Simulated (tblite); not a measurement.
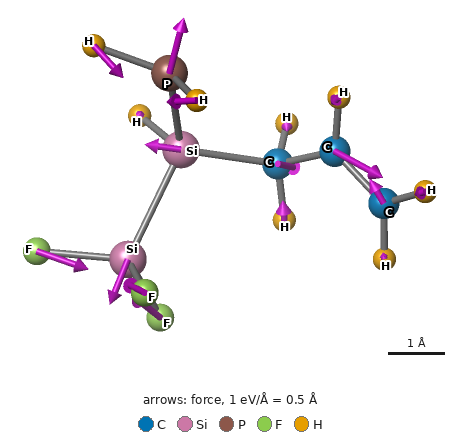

Starting geometry of C3H8F3PSi2 with the computed forces as purple arrows. The picture is a ball-and-stick view, seen at a tilt.

The calculation used tblite 0.8.0, GFN2-xTB geometry optimisation, gas phase. 

**What follows when this structure is relaxed?**

It isn't relaxed: the largest force vector, on a C atom, is 2.33 eV/Å. The final displacements have little in common with the starting forces (cosine between the two patterns 0.21). The energy falls by 32.1 kcal/mol in 162 geometry steps. The atom that moves furthest after the best rigid fit is an H atom (0.95 Å). By element the largest moves are H 0.95 Å, F 0.71 Å, C 0.62 Å, P 0.44 Å, Si 0.40 Å. Some distances before and after: F–Si 1.675 → 1.592 Å, H–P 1.459 → 1.388 Å, P–Si 2.186 → 2.250 Å, C–Si 1.859 → 1.920 Å. Bond angles that change, for instance: Si–P–H 115.3° → 95.4°, H–P–H 110.9° → 92.3°, Si–P–H 111.8° → 95.2°. Groups turn about C–Si by about 30°, C–C by about 25°.
